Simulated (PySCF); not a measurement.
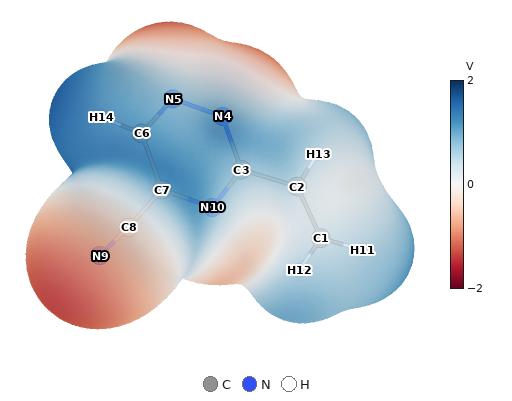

The picture shows: C6H4N4 (SMILES C=Cc1nncc(C#N)n1). The molecular electrostatic potential painted on the density surface at 0.002 e/bohr³, seen at a tilt; red is negative and blue positive.

Geometry: GFN2-xTB.

Level of theory: PySCF, CAM-B3LYP/def2-SVPD, SCF density, gas phase.

```yaml
atoms:
  - { symbol: C, position_ang: [-1.6984, 1.7755, 1.1880] }
  - { symbol: C, position_ang: [-1.1177, 0.6491, 1.5853] }
  - { symbol: C, position_ang: [-0.2328, -0.1237, 0.7306] }
  - { symbol: N, position_ang: [0.2870, -1.2371, 1.2497] }
  - { symbol: N, position_ang: [1.0819, -1.9703, 0.5367] }
  - { symbol: C, position_ang: [1.3763, -1.6157, -0.6985] }
  - { symbol: C, position_ang: [0.8260, -0.4372, -1.2388] }
  - { symbol: C, position_ang: [1.1380, -0.0431, -2.5695] }
  - { symbol: N, position_ang: [1.4276, 0.2211, -3.6451] }
  - { symbol: N, position_ang: [0.0141, 0.3106, -0.5113] }
  - { symbol: H, position_ang: [-2.3511, 2.3346, 1.8355] }
  - { symbol: H, position_ang: [-1.5303, 2.1634, 0.1971] }
  - { symbol: H, position_ang: [-1.2637, 0.2315, 2.5704] }
  - { symbol: H, position_ang: [2.0423, -2.2590, -1.2522] }
```

Q: Where is the surface potential most negative and most positive?

A: The most negative region (about −1.4 V) lies over N9, the most positive (about +1.6 V) over H14. N9 is the likeliest acceptor of a hydrogen bond.

Q: What dipole moment does the calculation give?

A: Its dipole moment is 1.85 D.
